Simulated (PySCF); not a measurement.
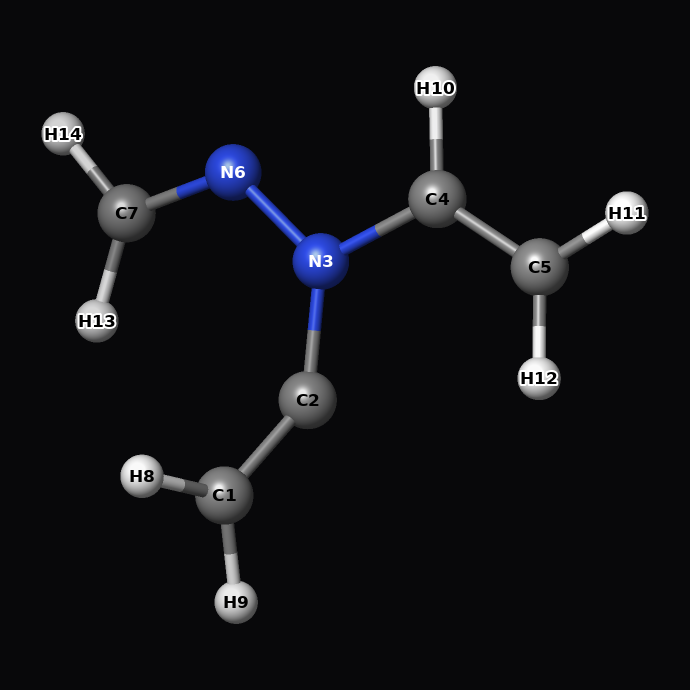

Charge 0, doublet. The computed structure is the end point of a GFN2-xTB optimisation. No frequency run is at hand to confirm it as a minimum. Properties computed with UKS B3LYP, pcH-1 on C H N, non-relativistic (PySCF 2.14.0).

Give the isotropic hyperfine couplings (Fermi-contact term alone) of C1, C2, N3, C4, C5, N6, C7, H8, H9, H10, H11, H12, H13, H14.

```json
{"atom": "C1", "isotope": "13C", "a_iso (MHz)": "33.0"}
{"atom": "C2", "isotope": "13C", "a_iso (MHz)": "283.4"}
{"atom": "N3", "isotope": "14N", "a_iso (MHz)": "12.4"}
{"atom": "C4", "isotope": "13C", "a_iso (MHz)": "−7.4"}
{"atom": "C5", "isotope": "13C", "a_iso (MHz)": "11.0"}
{"atom": "N6", "isotope": "14N", "a_iso (MHz)": "−3.4"}
{"atom": "C7", "isotope": "13C", "a_iso (MHz)": "13.1"}
{"atom": "H8", "isotope": "1H", "a_iso (MHz)": "132.4"}
{"atom": "H9", "isotope": "1H", "a_iso (MHz)": "67.3"}
{"atom": "H10", "isotope": "1H", "a_iso (MHz)": "1.6"}
{"atom": "H11", "isotope": "1H", "a_iso (MHz)": "−5.2"}
{"atom": "H12", "isotope": "1H", "a_iso (MHz)": "−5.1"}
{"atom": "H13", "isotope": "1H", "a_iso (MHz)": "−8.3"}
{"atom": "H14", "isotope": "1H", "a_iso (MHz)": "−8.8"}
```
